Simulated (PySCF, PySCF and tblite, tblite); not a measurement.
# C₅H₈O₂Si: a path driven as rotation about a bond, and NMR exchange, part 2 of 2

PySCF and tblite. Atoms count from 0. The steps go on from the part before.

## (7) Shieldings, saddle of leg 1: PBE0/pcSseg-1

What the job is given:

```
{"job": {"kind": "nmr", "xc": "PBE0", "basis": "pcSseg-1", "pop": false}, "charge": 0, "multiplicity": 1}
C      2.715857     1.184365     0.220841
C      2.645615    -0.057104    -0.236216
Si     1.140420    -1.173960    -0.124250
O      0.042611    -0.288964     0.698217
C     -1.281109    -0.218284     0.852229
O     -1.807049    -0.461364     1.904038
C     -2.003285     0.231343    -0.360286
C     -3.318698     0.392338    -0.352970
H      1.874352     1.648983     0.708958
H      3.606695     1.788291     0.136046
H      3.518563    -0.483440    -0.714793
H      1.387301    -2.400334     0.632051
H      0.617994    -1.499023    -1.458630
H     -1.392445     0.423138    -1.230032
H     -3.865588     0.722062    -1.219773
H     -3.881234     0.191955     0.544569
```

The log of the run:

```text
coarse grid: 14192 points
cycle   1  E = -634.4572539454  dE =  1.200e+00  |g| = 9.836e-01  |ddm| = 3.640e+00
cycle   2  E = -634.0824629357  dE =  3.748e-01  |g| = 1.720e+00  |ddm| = 2.082e+00
cycle   3  E = -634.6253060674  dE = -5.428e-01  |g| = 2.926e-01  |ddm| = 1.549e+00
cycle   4  E = -634.6410590104  dE = -1.575e-02  |g| = 8.690e-02  |ddm| = 2.565e-01
cycle   5  E = -634.6421761890  dE = -1.117e-03  |g| = 2.919e-02  |ddm| = 6.995e-02
cycle   6  E = -634.6423669959  dE = -1.908e-04  |g| = 4.576e-03  |ddm| = 2.478e-02
cycle   7  E = -634.6423710973  dE = -4.101e-06  |g| = 1.643e-03  |ddm| = 4.444e-03
final grid: 133360 points
cycle   8  E = -634.7107688379  dE = -1.370e-05  |g| = 1.327e-02  |ddm| = 2.394e-02
cycle   9  E = -634.7107136252  dE =  5.521e-05  |g| = 2.167e-02  |ddm| = 2.480e-02
cycle  10  E = -634.7108022011  dE = -8.858e-05  |g| = 2.838e-03  |ddm| = 1.623e-02
cycle  11  E = -634.7108037333  dE = -1.532e-06  |g| = 4.610e-04  |ddm| = 2.084e-03
cycle  12  E = -634.7108037704  dE = -3.710e-08  |g| = 1.447e-04  |ddm| = 4.614e-04
cycle  13  E = -634.7108037750  dE = -4.602e-09  |g| = 3.375e-05  |ddm| = 1.318e-04
cycle  14  E = -634.7108037752  dE = -2.126e-10  |g| = 1.649e-05  |ddm| = 3.724e-05
converged SCF energy = -634.7108037752

GIAO shielding tensors (ppm)
atom      isotropic    diamagn.    paramagn.     s11        s22        s33       span
  0 C       41.529     254.771    -213.242    -87.587     37.032    175.144    262.731
  1 C       49.972     263.007    -213.035    -61.553     42.350    169.120    230.673
  2 Si     386.944     882.307    -495.363    349.474    374.531    436.827     87.352
  3 O      170.465     403.481    -233.016     57.758    184.716    268.920    211.161
  4 C       19.357     244.870    -225.513    -86.064     68.961     75.175    161.239
  5 O     -127.762     399.341    -527.103   -413.066   -277.628    307.409    720.475
  6 C       51.537     258.761    -207.223    -60.305     72.928    141.989    202.294
  7 C       42.745     251.548    -208.803    -84.447     38.653    174.030    258.478
  8 H       25.176      34.092      -8.916     21.862     24.209     29.456      7.594
  9 H       24.982      27.785      -2.803     22.036     24.802     28.108      6.072
 10 H       25.625      28.713      -3.088     24.346     25.542     26.987      2.642
 11 H       26.382      29.824      -3.442     22.916     24.884     31.346      8.430
 12 H       26.328      31.060      -4.732     23.165     25.570     30.250      7.085
 13 H       25.572      34.468      -8.896     22.662     23.676     30.376      7.714
 14 H       25.324      28.262      -2.937     22.147     25.291     28.535      6.388
 15 H       24.544      29.334      -4.790     21.031     24.082     28.519      7.488
```

Wall time 72 s (1 thread of Intel Xeon at 2.50GHz, shared host); peak memory 0.84 GiB.

This run: HOMO -8.11 eV, LUMO -1.59 eV; dipole 3.31 D.

## (8) Shieldings, end: PBE0/pcSseg-1

What the job is given:

```
{"job": {"kind": "nmr", "xc": "PBE0", "basis": "pcSseg-1", "pop": false}, "charge": 0, "multiplicity": 1}
C      1.787720     1.246432    -0.195001
C      2.150066     0.057779    -0.656204
Si     1.218310    -1.550388    -0.341394
O     -0.075447    -1.276390     0.625062
C     -1.167364    -0.514846     0.669914
O     -1.793972    -0.408207     1.691068
C     -1.544950     0.159625    -0.595091
C     -2.616996     0.936154    -0.654628
H      0.899041     1.376452     0.404438
H      2.355447     2.144577    -0.385495
H      3.056429    -0.008262    -1.245659
H      1.964832    -2.494770     0.476246
H      0.772332    -2.117856    -1.619499
H     -0.902559    -0.014941    -1.445375
H     -2.915995     1.441177    -1.557245
H     -3.226341     1.081375     0.222869
```

The log of the run:

```text
coarse grid: 14192 points
cycle   1  E = -634.4567355198  dE =  1.201e+00  |g| = 9.855e-01  |ddm| = 3.661e+00
cycle   2  E = -634.0578644798  dE =  3.989e-01  |g| = 1.752e+00  |ddm| = 2.130e+00
cycle   3  E = -634.6242640738  dE = -5.664e-01  |g| = 3.052e-01  |ddm| = 1.605e+00
cycle   4  E = -634.6415167692  dE = -1.725e-02  |g| = 8.936e-02  |ddm| = 2.699e-01
cycle   5  E = -634.6426670063  dE = -1.150e-03  |g| = 3.120e-02  |ddm| = 7.203e-02
cycle   6  E = -634.6428857973  dE = -2.188e-04  |g| = 4.904e-03  |ddm| = 2.734e-02
cycle   7  E = -634.6428906395  dE = -4.842e-06  |g| = 1.513e-03  |ddm| = 4.732e-03
final grid: 133360 points
cycle   8  E = -634.7107433841  dE = -1.993e-05  |g| = 1.273e-02  |ddm| = 2.734e-02
cycle   9  E = -634.7106898139  dE =  5.357e-05  |g| = 2.117e-02  |ddm| = 2.394e-02
cycle  10  E = -634.7107739803  dE = -8.417e-05  |g| = 2.738e-03  |ddm| = 1.585e-02
cycle  11  E = -634.7107754153  dE = -1.435e-06  |g| = 4.693e-04  |ddm| = 2.067e-03
cycle  12  E = -634.7107754526  dE = -3.734e-08  |g| = 1.522e-04  |ddm| = 4.711e-04
cycle  13  E = -634.7107754576  dE = -4.979e-09  |g| = 2.929e-05  |ddm| = 1.363e-04
cycle  14  E = -634.7107754578  dE = -1.501e-10  |g| = 1.605e-05  |ddm| = 3.715e-05
converged SCF energy = -634.7107754578

GIAO shielding tensors (ppm)
atom      isotropic    diamagn.    paramagn.     s11        s22        s33       span
  0 C       41.035     257.285    -216.250    -87.602     37.598    173.109    260.711
  1 C       48.056     263.840    -215.784    -64.861     41.816    167.213    232.074
  2 Si     383.253     881.178    -497.925    348.309    370.513    430.936     82.627
  3 O      162.299     400.753    -238.455     13.428    221.335    252.133    238.705
  4 C       21.020     246.741    -225.721    -83.402     70.947     75.515    158.917
  5 O     -117.008     400.695    -517.703   -408.151   -248.691    305.818    713.969
  6 C       52.467     262.335    -209.867    -60.558     73.434    144.525    205.083
  7 C       43.423     252.524    -209.101    -81.804     37.915    174.156    255.960
  8 H       25.555      35.517      -9.962     22.151     25.245     29.268      7.117
  9 H       25.076      29.732      -4.656     22.289     24.885     28.054      5.765
 10 H       25.595      29.604      -4.009     24.183     25.673     26.928      2.746
 11 H       26.448      28.845      -2.397     22.678     25.110     31.554      8.876
 12 H       26.229      29.689      -3.459     23.354     24.702     30.633      7.279
 13 H       25.681      35.737     -10.057     22.185     24.101     30.756      8.571
 14 H       25.385      29.207      -3.822     22.150     25.276     28.729      6.579
 15 H       24.512      30.128      -5.616     21.124     23.868     28.544      7.420
```

Run time: 71 s. Hardware: 1 thread of Intel Xeon at 2.50GHz, shared host; peak memory 0.85 GiB.

In short: HOMO -8.08 eV, LUMO -1.58 eV; dipole 4.03 D.

## (9) The path in numbers

What the job is given:

```
{"job": {"smiles": "C=C[SiH2]OC(=O)C=C", "charge": 0, "mult": 1, "motion": "rotation", "what": "ester", "atoms": [4, 3], "drives": [{"terms": [["t", [5, 4, 3, 2], 0.5], ["t", [6, 4, 3, 2], 0.5]], "by": 180, "n": 12}], "study": "path", "level": {"kind": "nmr", "xc": "PBE0", "basis": "pcSseg-1"}, "fields": [80, 100, 500], "first": 1, "seed": 110, "kind": "path"}, "charge": 0, "multiplicity": 1}
C      2.805105     1.129822    -0.529819
C      2.771810    -0.174447    -0.302545
Si     1.227948    -1.224994    -0.101765
O      0.009304    -0.104262    -0.283103
C     -1.268067    -0.451760    -0.192012
O     -1.614873    -1.586237     0.024621
C     -2.186492     0.690178    -0.382213
C     -3.500932     0.536685    -0.308933
H      1.897813     1.704295    -0.619570
H      3.727976     1.680142    -0.635944
H      3.708793    -0.710163    -0.220119
H      1.133541    -1.813529     1.232204
H      1.102390    -2.228023    -1.156997
H     -1.715588     1.641675    -0.579917
H     -4.186666     1.355744    -0.443163
H     -3.919660    -0.436182    -0.107862
```

The log of the run:

```text
stationary points (kcal/mol above the start)
  n  kind          group   xTB      DFT    lowest mode
  0  minimum      Cs       0.00     0.00      42.1
  1  saddle       C1       4.66     7.91     -42.7
  2  minimum      C1       3.44     7.21      36.5

GFN2-xTB energies: T/K, barrier G, reaction G (kcal/mol), k forward, k back (1/s)
 150.00     4.38     3.39   2.58e+06   1.14e+11
 200.00     4.44     3.41   1.19e+08   3.15e+11
 250.00     4.50     3.42    1.2e+09   5.88e+11
 298.15     4.58     3.43   5.44e+09   8.87e+11
 350.00     4.68     3.43   1.75e+10   1.22e+12
 400.00     4.78     3.44   4.09e+10   1.54e+12
 500.00     5.00     3.43   1.36e+11   2.15e+12

PBE0/pcSseg-1 + D3(BJ) energies: T/K, barrier G, reaction G (kcal/mol), k forward, k back (1/s)
 150.00     7.64     7.17       46.5   6.44e+11
 200.00     7.69     7.18   3.29e+04   1.16e+12
 250.00     7.76     7.19   1.72e+06   1.67e+12
 298.15     7.84     7.20   2.23e+07   2.12e+12
 350.00     7.93     7.21   1.62e+08   2.57e+12
 400.00     8.03     7.21    6.8e+08   2.95e+12
 500.00     8.26     7.21   5.12e+09   3.61e+12
```

Wall time 4.9 min (1 thread of Intel Xeon at 2.50GHz, shared host); peak memory 0.85 GiB. This counts the whole study up to here.

Barriers by level (kcal/mol; entropies in cal/(mol K)). Zero-point and thermal terms come from xTB in every row. ΔG‡ leaves symmetry out; the rate counts equivalent paths (a factor of 2); effective ΔG‡, where given, is the barrier that would give that rate by Eyring's equation alone:

```tsv
level	ΔE‡	with zero-point	ΔH‡	ΔS‡	ΔG‡ (298 K)	ΔE of reaction	k at 298 K (1/s)	effective ΔG‡
GFN2-xTB	4.66	4.34	3.89	-2.3	4.58	3.43	5.4e+09	4.17
PBE0/pcSseg-1 + D3(BJ)	7.91	7.60	7.15	-2.3	7.84	7.21	2.2e+07	7.43
```

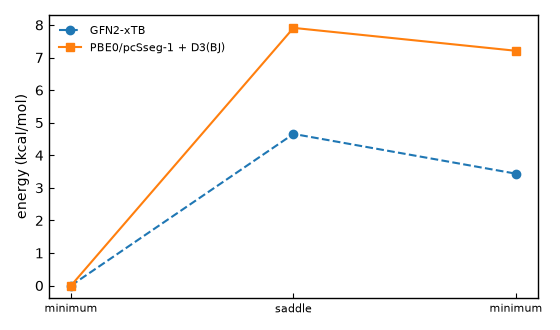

The xTB stationary points, at both levels.

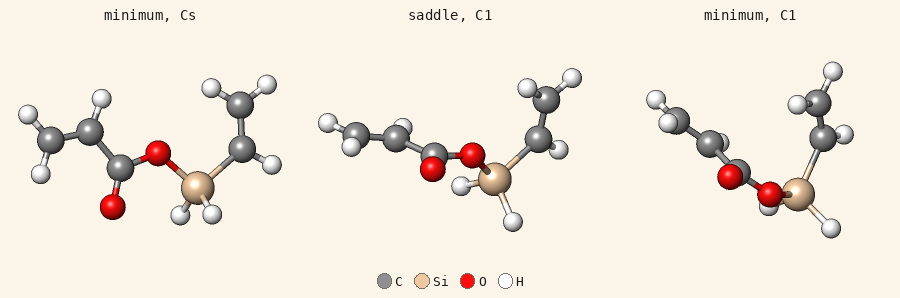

The stationary points in order.

Sites that the driver pairs across this motion, and where their lines would merge (no couplings; faster rotations or exchange between molecules can average them sooner):

```tsv
nucleus	sites: shielding (ppm)	proton frequency (MHz)	spread (Hz)	coalescence (K)	lines at 298 K
$^{17}$O	O5: -89.6; O5 (end): -117.0	500	1858	not given	–
$^{17}$O	O3: 146.5; O3 (end): 162.3	500	1074	not given	–
$^{13}$C	C4: 15.3; C4 (end): 21.0	500	713	not given	–
$^{13}$C	C1: 50.4; C1 (end): 48.1	500	298	not given	–
$^{29}$Si	Si2: 380.6; Si2 (end): 383.3	500	262	not given	–
$^{13}$C	C6: 50.4; C6 (end): 52.5	500	258	not given	–
$^{13}$C	C0: 42.9; C0 (end): 41.0	500	229	not given	–
$^{1}$H	H8: 25.13; H8 (end): 25.55	500	213	not given	–
```

A dash: the driver gave no coalescence for this row (it judged the minor form too scarce).

Rows that set an atom against itself at the end compare its shielding in the two forms.

Lines of quadrupolar nuclei are broad, so their coalescence could hardly be seen.

## (10) What came out

The summary covers parts 1 to 2.

| quantity | value |
| --- | --- |
| barrier (PBE0/pcSseg-1 + D3(BJ)) | ΔE‡ 7.9, ΔG‡(298 K) 7.8 kcal/mol |
| barrier (GFN2-xTB) | ΔE‡ 4.7 kcal/mol |
| rate at 298 K | 2.2e+07 s⁻¹ |
| end of the path | 7.2 kcal/mol from the start |

What this shows: The barrier is 7.9 kcal/mol at the DFT level (xTB: 4.7); with thermal terms and the count of paths the DFT value gives a rate of 2.2e+07 s⁻¹ at 298 K. An error of 1.4 kcal/mol changes that rate tenfold.
